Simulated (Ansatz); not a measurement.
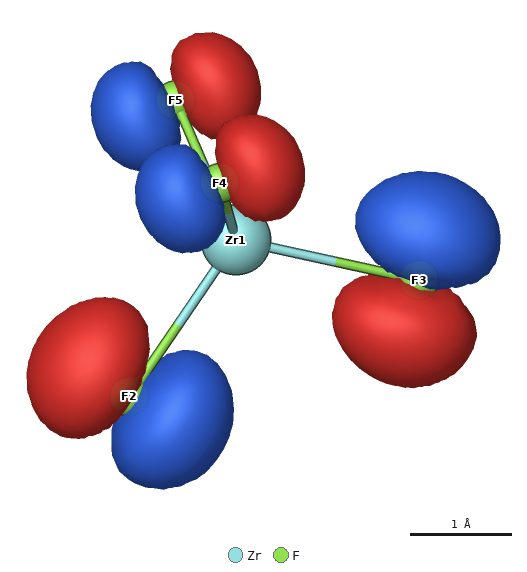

Figure 1: F₄Zr. The HOMO at ±0.15 Å⁻³ᐟ² (red and blue are the two phases), seen at a tilt.

Core potentials replace the inner electrons of Zr.

All numbers below come from Ansatz 0.2.0, RKS PBE0-D4/def2-SVP.

```xyz
5

Zr    0.0004    0.0000    0.0004
F     0.0001    0.0000    1.8957
F     1.7874    0.0000   -0.6312
F    -0.8930    1.5474   -0.6314
F    -0.8930   -1.5474   -0.6314
```

Question: What is the character of this orbital?

Answer: By Hirshfeld shares it lies mainly on F2 (about 35 %), F3 (about 35 %), F4 (about 10 %) and F5 (about 10 %); largely a combination of lone pairs on F2, F3, F4 and F5. It is one of a degenerate set, so its orientation is arbitrary. Its energy is −12.06 eV.
